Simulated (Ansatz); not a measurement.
## Run report: Mg₈O₉, geometry relaxation (part 2 of 2)

The same run, continued: Mg₈O₉ (defect cell, 17 atoms in the cell); DFT LDA, scalar-relativistic, plane waves, PAW, PAW set soft_1, spin-polarised (Ansatz 0.2.0); cutoff 420 eV, 2×2×2 k-mesh, Gaussian smearing of 0.02 eV, collinear spins. The structure derives from an entry of the Crystallography Open Database. It belongs to a series of runs on one base structure; here: end point A relaxed.

Geometry of the input (Å; fractional positions):
```
0.0000  4.2100  4.2100
4.2100  0.0000  4.2100
4.2100  4.2100  0.0000
Mg 0.0000  0.0000  0.0000
O  0.2500  0.2500  0.2500
Mg 0.0000  -0.0000  0.5000
O  0.2500  0.2500  0.7500
Mg 0.0000  0.5000  -0.0000
O  0.2500  0.7500  0.2500
Mg 0.0000  0.5000  0.5000
O  0.2500  0.7500  0.7500
Mg 0.5000  0.0000  -0.0000
O  0.7500  0.2500  0.2500
Mg 0.5000  0.0000  0.5000
O  0.7500  0.2500  0.7500
Mg 0.5000  0.5000  -0.0000
O  0.7500  0.7500  0.2500
Mg 0.5000  0.5000  0.5000
O  0.7500  0.7500  0.7500
O  0.8776  0.8698  0.8754
```

### Output, continued
```
--- Per-component energies (eV) ---
  E_band       = -2294.382356
  E_kinetic    = 2123.325294
  E_local      = -13677.904789  (includes V_loc(G=0)·N_el)
  E_nonlocal   = 2053.261912
  E_hartree    = 4533.071618
  E_xc         = -867.664792
  E_vxc        = -1119.161809  (∫ρ·V_xc dr)
  E_paw        = -3599.313917  (= ΣΔE_a)
  E_vpaw       = -740.053171  (= ΣTr[D̂ρ^β])
  E_aug_tail   = 0.006050  (compensation charges beyond the density's cutoff)
  E_ewald      = -10794.458449
  E_core_change = 2.076128  (= ΣΔE_core)
  E_smearing   = -0.000000  (= −TS)
  E_closure    = -0.000000  (closes the sum)
  Σ components = -20227.600943   (vs F -20227.600943, Δ=0.00e0)
--- Forces (eV/Å), atoms counted from 1 ---
  atom   1  Mg    -0.00221607     0.00509700    -0.00169179
  atom   2  O      0.00081580     0.00214128     0.00043333
  atom   3  Mg    -0.00403178     0.00087768    -0.00088952
  atom   4  O     -0.00259440    -0.00063474     0.00053968
  atom   5  Mg     0.00714406    -0.00419488     0.00282798
  atom   6  O     -0.01251076     0.01234557    -0.01241420
  atom   7  Mg    -0.01592393     0.01773410     0.01598345
  atom   8  O      0.02721171    -0.02641148    -0.01026498
  atom   9  Mg    -0.00285102     0.00229392    -0.00535256
  atom  10  O      0.00064958    -0.00035858    -0.00198483
  atom  11  Mg    -0.00488769     0.00687152    -0.00728563
  atom  12  O      0.00390952    -0.00437792     0.00449681
  atom  13  Mg     0.01659646     0.01639297    -0.01712719
  atom  14  O     -0.01239309    -0.02891721     0.02838754
  atom  15  Mg    -0.01563074    -0.01612812    -0.01817279
  atom  16  O      0.02787870     0.01056484     0.02653822
  atom  17  O     -0.01117034     0.00671454    -0.00404408
  max |Σ_I F_I| component: 2.06e-5 eV/Å
--- Relaxed structure (9 steps of the walk, 9 accepted, 0 SCFs on fresh bases) ---
  F+E_penalty+E_count = -20227.60094323 eV   max|allowed force component| = 2.892e-2 eV/Å
  atoms:
    - { symbol: Mg, position: [-0.003595072897029508, -0.0016959794001179759, -0.0036525398113523354] }
    - { symbol: O, position: [0.24918587067014378, 0.25704331350899134, 0.24895742425111267] }
    - { symbol: Mg, position: [-0.0035637373863655563, -0.0018683618138112756, 0.5089922704927599] }
    - { symbol: O, position: [0.24919994982100896, 0.2570308578422658, 0.7446188639743057] }
    - { symbol: Mg, position: [0.025900762688478962, 0.42277305523971864, 0.025521474026129976] }
    - { symbol: O, position: [0.24665300113438854, 0.7603320153026445, 0.24641804626285257] }
    - { symbol: Mg, position: [-0.008880147311344289, 0.51008838425549, 0.49927835277270494] }
    - { symbol: O, position: [0.30025436149220985, 0.7626818023862209, 0.7184133446854072] }
    - { symbol: Mg, position: [0.5088729115303268, -0.0016094074576389339, -0.0036616458032319166] }
    - { symbol: O, position: [0.7448646083927317, 0.2570543210465546, 0.24895097073892014] }
    - { symbol: Mg, position: [0.4882633998458215, 0.03534119916881756, 0.48814291244491986] }
    - { symbol: O, position: [0.7408290721011211, 0.2777392096999479, 0.7406424647300353] }
    - { symbol: Mg, position: [0.4995323716537343, 0.5102004867330237, -0.009186865910349673] }
    - { symbol: O, position: [0.7184760012313189, 0.7626520010494771, 0.3004840131725566] }
    - { symbol: Mg, position: [0.49957280519452835, 0.5101275086029355, 0.499259857047721] }
    - { symbol: O, position: [0.7186508400643918, 0.7626723164341649, 0.7183250339494501] }
    - { symbol: O, position: [0.9033514017745357, 0.7892066774013162, 0.9038830229760578] }
```

### Trajectory as extended XYZ (Å, eV, eV/Å), 9 frames, from step=1 to step=9
```
17
Lattice="0.0000 4.2100 4.2100 4.2100 0.0000 4.2100 4.2100 4.2100 0.0000" Properties=species:S:1:pos:R:3:forces:R:3 step=1 energy=-20224.02766
Mg    0.0000    0.0000    0.0000    1.2015   1.0410   1.1719
O     2.1050    2.1050    2.1050    0.0053   0.0047   0.0041
Mg    2.1050    2.1050    0.0000   -1.0981  -1.2664   1.2629
O     4.2100    4.2100    2.1050   -0.0053  -0.0042   0.0040
Mg    2.1050    0.0000    2.1050   -1.4130   1.4466  -1.4509
O     4.2100    2.1050    4.2100   -0.0044   0.0037  -0.0036
Mg    4.2100    2.1050    2.1050    0.0050  -0.0179  -0.0958
O     6.3150    4.2100    4.2100   -3.5326   3.5492   3.7728
Mg    0.0000    2.1050    2.1050    1.1880  -1.1620  -1.0320
O     2.1050    4.2100    4.2100    0.0054  -0.0043  -0.0047
Mg    2.1050    4.2100    2.1050   -0.0050  -0.0111   0.0129
O     4.2100    6.3150    4.2100    3.7214  -3.6540   3.6463
Mg    2.1050    2.1050    4.2100   -0.0951   0.0007   0.0008
O     4.2100    4.2100    6.3150    3.7742   3.4760  -3.4782
Mg    4.2100    4.2100    4.2100    0.0032   0.0958   0.0175
O     6.3150    6.3150    6.3150   -3.5210  -3.7687  -3.5397
O     7.3471    7.3799    7.3563   -0.2293   0.2709  -0.2884
17
Lattice="0.0000 4.2100 4.2100 4.2100 0.0000 4.2100 4.2100 4.2100 0.0000" Properties=species:S:1:pos:R:3:forces:R:3 step=2 energy=-20226.40131
Mg    0.0055    0.0013    0.0050    0.8143   0.6941   0.7956
O     2.1008    2.1032    2.1012    0.0622   0.0218   0.0495
Mg    2.1030    2.0983    0.0067   -0.7457  -0.8629   0.8610
O     4.2121    4.2144    2.1007   -0.0283  -0.0571   0.0558
Mg    2.0933    0.0127    2.0922   -1.0024   1.0149  -1.0162
O     4.2159    2.0989    4.2161   -0.0642   0.0642  -0.0643
Mg    4.1901    2.1245    2.1250    0.3609  -0.3583  -0.4013
O     6.2417    4.2831    4.2857   -1.5865   1.5969   1.7854
Mg    0.0053    2.1001    2.1038    0.8052  -0.7884  -0.6864
O     2.1008    4.2138    4.2118    0.0615  -0.0501  -0.0211
Mg    2.1262    4.1889    2.1261   -0.3427   0.3369  -0.3367
O     4.2885    6.2380    4.2869    1.6539  -1.6211   1.6177
Mg    2.1255    2.1250    4.1901   -0.4022  -0.3533   0.3526
O     4.2869    4.2827    6.2424    1.7679   1.5420  -1.5430
Mg    4.1900    4.1899    4.1905    0.3608   0.4014   0.3575
O     6.2417    6.2392    6.2420   -1.5795  -1.7819  -1.5909
O     7.3398    7.3861    7.3501   -0.1356   0.2005  -0.2150
17
Lattice="0.0000 4.2100 4.2100 4.2100 0.0000 4.2100 4.2100 4.2100 0.0000" Properties=species:S:1:pos:R:3:forces:R:3 step=3 energy=-20227.22616
Mg    0.0308    0.0142    0.0300    0.0001  -0.1856   0.0241
O     2.0968    2.0940    2.0960    0.1756   0.1133   0.1831
Mg    2.0911    2.0751    0.0300    0.1802   0.0032   0.0018
O     4.2206    4.2188    2.0962   -0.1181  -0.1749   0.1772
Mg    2.0172    0.0879    2.0172   -0.2587   0.2310  -0.2221
O     4.2308    2.0839    4.2311   -0.1811   0.1710  -0.1675
Mg    4.2307    2.0820    2.0960   -0.2468   0.2681   0.1261
O     6.2164    4.3057    4.3513   -0.3866   0.4035   0.7993
Mg    0.0315    2.0744    2.0901    0.0098  -0.0286   0.1854
O     2.0967    4.2191    4.2212    0.1783  -0.1834  -0.1122
Mg    2.1138    4.2001    2.1154    0.3329  -0.3087   0.3031
O     4.3189    6.2067    4.3189    0.5619  -0.5764   0.5811
Mg    2.0953    2.0830    4.2325    0.1249   0.2376  -0.2424
O     4.3501    4.3044    6.2216    0.8323   0.4425  -0.4463
Mg    4.2308    4.2195    4.2336   -0.2403  -0.1252  -0.2664
O     6.2163    6.1742    6.2201   -0.3987  -0.8114  -0.4193
O     7.2794    7.4570    7.2754   -0.5654   0.5239  -0.5048
17
Lattice="0.0000 4.2100 4.2100 4.2100 0.0000 4.2100 4.2100 4.2100 0.0000" Properties=species:S:1:pos:R:3:forces:R:3 step=4 energy=-20227.51202
Mg    0.0001   -0.0188    0.0006   -0.0649  -0.0114  -0.0725
O     2.1083    2.0915    2.1094    0.1455   0.0617   0.1459
Mg    2.1242    2.1059   -0.0007    0.0085   0.0644  -0.0666
O     4.2229    4.2066    2.1090   -0.0631  -0.1466   0.1456
Mg    1.9475    0.1568    1.9484   -0.8402   0.8401  -0.8393
O     4.2284    2.0854    4.2299   -0.0731   0.0702  -0.0697
Mg    4.2399    2.0748    2.0978   -0.0648   0.0483   0.2576
O     6.2207    4.3012    4.4428    0.0918  -0.0759   0.1274
Mg    0.0011    2.1037    2.1231   -0.0676   0.0730   0.0130
O     2.1086    4.2059    4.2237    0.1441  -0.1455  -0.0609
Mg    2.1788    4.1365    2.1786    0.0677  -0.0806   0.0842
O     4.3227    6.2010    4.3252   -0.4382   0.4413  -0.4468
Mg    2.0960    2.0732    4.2419    0.2565   0.0609  -0.0561
O     4.4428    4.3031    6.2227    0.1587  -0.0615   0.0587
Mg    4.2405    4.2180    4.2407   -0.0675  -0.2575  -0.0462
O     6.2197    6.0822    6.2237    0.0894  -0.1378   0.0706
O     7.1651    7.5731    7.1594    0.7172  -0.7429   0.7551
17
Lattice="0.0000 4.2100 4.2100 4.2100 0.0000 4.2100 4.2100 4.2100 0.0000" Properties=species:S:1:pos:R:3:forces:R:3 step=5 energy=-20227.58313
Mg   -0.0122   -0.0281   -0.0118   -0.0912   0.0326  -0.0985
O     2.1175    2.1012    2.1195    0.0677  -0.1533   0.0622
Mg    2.1331    2.1180   -0.0129   -0.0332   0.0883  -0.0906
O     4.2128    4.1969    2.1189    0.1580  -0.0694   0.0664
Mg    1.9084    0.1955    1.9099   -0.0620   0.0698  -0.0723
O     4.2219    2.0914    4.2241    0.0509  -0.0434   0.0414
Mg    4.2389    2.0759    2.1093    0.1357  -0.1492   0.0173
O     6.2306    4.2925    4.4752    0.0426  -0.0387  -0.1325
Mg   -0.0115    2.1162    2.1326   -0.0950   0.1000  -0.0310
O     2.1178    4.1959    4.2141    0.0649  -0.0623   0.1530
Mg    2.2051    4.1102    2.2048   -0.1601   0.1448  -0.1422
O     4.3015    6.2220    4.3039   -0.1173   0.1233  -0.1268
Mg    2.1076    2.0742    4.2408    0.0177  -0.1353   0.1391
O     4.4764    4.2954    6.2302   -0.1302  -0.0456   0.0443
Mg    4.2394    4.2063    4.2396    0.1330  -0.0182   0.1503
O     6.2295    6.0492    6.2320    0.0464   0.1335   0.0411
O     7.1505    7.5872    7.1460   -0.0269   0.0219  -0.0202
17
Lattice="0.0000 4.2100 4.2100 4.2100 0.0000 4.2100 4.2100 4.2100 0.0000" Properties=species:S:1:pos:R:3:forces:R:3 step=6 energy=-20227.59571
Mg   -0.0179   -0.0259   -0.0177   -0.0472  -0.0474  -0.0466
O     2.1229    2.0948    2.1248    0.0428   0.0265   0.0387
Mg    2.1310    2.1238   -0.0188    0.0460   0.0461  -0.0466
O     4.2192    4.1911    2.1245   -0.0246  -0.0417   0.0399
Mg    1.8950    0.2088    1.8966    0.0241  -0.0239   0.0239
O     4.2269    2.0869    4.2285    0.0444  -0.0427   0.0423
Mg    4.2478    2.0661    2.1105   -0.0088   0.0095  -0.0198
O     6.2316    4.2917    4.4788    0.0944  -0.0913  -0.1274
Mg   -0.0172    2.1221    2.1305   -0.0486   0.0473   0.0491
O     2.1231    4.1907    4.2205    0.0416  -0.0394  -0.0270
Mg    2.2050    4.1097    2.2054   -0.0185   0.0170  -0.0176
O     4.2937    6.2301    4.2956   -0.0585   0.0613  -0.0631
Mg    2.1090    2.0653    4.2500   -0.0206   0.0084  -0.0087
O     4.4800    4.2943    6.2313   -0.1218  -0.0947   0.0934
Mg    4.2481    4.2050    4.2495   -0.0084   0.0194  -0.0093
O     6.2307    6.0457    6.2330    0.0965   0.1270   0.0921
O     7.1382    7.5998    7.1334   -0.0329   0.0187  -0.0134
17
Lattice="0.0000 4.2100 4.2100 4.2100 0.0000 4.2100 4.2100 4.2100 0.0000" Properties=species:S:1:pos:R:3:forces:R:3 step=7 energy=-20227.59943
Mg   -0.0210   -0.0281   -0.0209    0.0109  -0.0119   0.0115
O     2.1278    2.0957    2.1293    0.0054   0.0121   0.0019
Mg    2.1328    2.1266   -0.0216    0.0115  -0.0124   0.0121
O     4.2184    4.1863    2.1292   -0.0125  -0.0040   0.0030
Mg    1.8937    0.2101    1.8953   -0.0093   0.0114  -0.0122
O     4.2325    2.0816    4.2337    0.0236  -0.0231   0.0228
Mg    4.2487    2.0653    2.1102   -0.0294   0.0317  -0.0104
O     6.2325    4.2912    4.4747    0.0628  -0.0607  -0.0422
Mg   -0.0205    2.1254    2.1329    0.0098  -0.0107   0.0126
O     2.1278    4.1861    4.2196    0.0047  -0.0022  -0.0121
Mg    2.2039    4.1107    2.2044   -0.0082   0.0098  -0.0105
O     4.2892    6.2350    4.2903    0.0065  -0.0068   0.0063
Mg    2.1092    2.0648    4.2505   -0.0104   0.0295  -0.0304
O     4.4759    4.2931    6.2323   -0.0453  -0.0661   0.0653
Mg    4.2488    4.2051    4.2503   -0.0289   0.0102  -0.0319
O     6.2319    6.0498    6.2336    0.0645   0.0429   0.0616
O     7.1356    7.6014    7.1323   -0.0557   0.0504  -0.0473
17
Lattice="0.0000 4.2100 4.2100 4.2100 0.0000 4.2100 4.2100 4.2100 0.0000" Properties=species:S:1:pos:R:3:forces:R:3 step=8 energy=-20227.60094
Mg   -0.0225   -0.0305   -0.0223   -0.0022   0.0052  -0.0017
O     2.1303    2.0972    2.1312    0.0009   0.0022   0.0005
Mg    2.1350    2.1279   -0.0229   -0.0042   0.0009  -0.0009
O     4.2169    4.1840    2.1312   -0.0026  -0.0007   0.0006
Mg    1.8873    0.2165    1.8889    0.0073  -0.0044   0.0030
O     4.2384    2.0758    4.2394   -0.0125   0.0123  -0.0124
Mg    4.2494    2.0646    2.1101   -0.0159   0.0177   0.0160
O     6.2354    4.2886    4.4750    0.0272  -0.0264  -0.0103
Mg   -0.0222    2.1269    2.1356   -0.0029   0.0023  -0.0055
O     2.1303    4.1840    4.2181    0.0007  -0.0004  -0.0020
Mg    2.2039    4.1107    2.2044   -0.0049   0.0069  -0.0073
O     4.2874    6.2370    4.2882    0.0039  -0.0044   0.0045
Mg    2.1093    2.0644    4.2510    0.0166   0.0164  -0.0171
O     4.4758    4.2898    6.2355   -0.0124  -0.0290   0.0284
Mg    4.2495    4.2051    4.2508   -0.0156  -0.0161  -0.0182
O     6.2350    6.0497    6.2364    0.0279   0.0106   0.0266
O     7.1279    7.6085    7.1257   -0.0111   0.0067  -0.0040
17
Lattice="0.0000 4.2100 4.2100 4.2100 0.0000 4.2100 4.2100 4.2100 0.0000" Properties=species:S:1:pos:R:3:forces:R:3 step=9 energy=-20227.60094
Mg   -0.0225   -0.0305   -0.0223   -0.0022   0.0051  -0.0017
O     2.1303    2.0972    2.1312    0.0008   0.0021   0.0004
Mg    2.1350    2.1279   -0.0229   -0.0040   0.0009  -0.0009
O     4.2169    4.1840    2.1312   -0.0026  -0.0006   0.0005
Mg    1.8873    0.2165    1.8889    0.0071  -0.0042   0.0028
O     4.2384    2.0758    4.2394   -0.0125   0.0123  -0.0124
Mg    4.2494    2.0646    2.1101   -0.0159   0.0177   0.0160
O     6.2354    4.2886    4.4750    0.0272  -0.0264  -0.0103
Mg   -0.0222    2.1269    2.1356   -0.0029   0.0023  -0.0054
O     2.1303    4.1840    4.2181    0.0006  -0.0004  -0.0020
Mg    2.2039    4.1107    2.2044   -0.0049   0.0069  -0.0073
O     4.2874    6.2370    4.2882    0.0039  -0.0044   0.0045
Mg    2.1093    2.0644    4.2510    0.0166   0.0164  -0.0171
O     4.4758    4.2898    6.2355   -0.0124  -0.0289   0.0284
Mg    4.2495    4.2051    4.2508   -0.0156  -0.0161  -0.0182
O     6.2350    6.0497    6.2364    0.0279   0.0106   0.0265
O     7.1279    7.6085    7.1257   -0.0112   0.0067  -0.0040
```

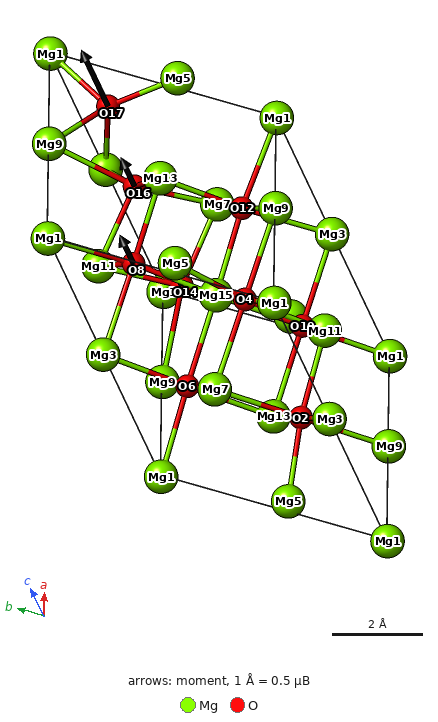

*Magnetic moments of the sites as black arrows (ball-and-stick view of the cell of the calculation, seen at an oblique angle; atoms are numbered from 1 in the order of the input); small moments hardly show. The run is collinear, so the axis drawn is arbitrary.*

Site moments: O17 (0.71 μB); O8, O14, O16 (0.37 μB). They are counted near the atoms and needn't add up to the moment of the cell.

### Results in brief

- outcome: converged
- electrons treated: 134
- free energy: −20227.6009 eV
- Fermi energy: 10.087 eV
- net moment of the cell: 2.00 μB
- integrated absolute moment: 2.10 μB
- final volume: 149.24 Å³
- largest force (length of the vector) at the end: 0.042 eV/Å
- wall time: 37 s (CPU time 71 s)
- peak memory: 0.47 GiB

### Remarks

Warnings of the run: the PAW datasets were made with another functional. The k-point mesh is coarse for a cell of this size, so the results may not be converged.
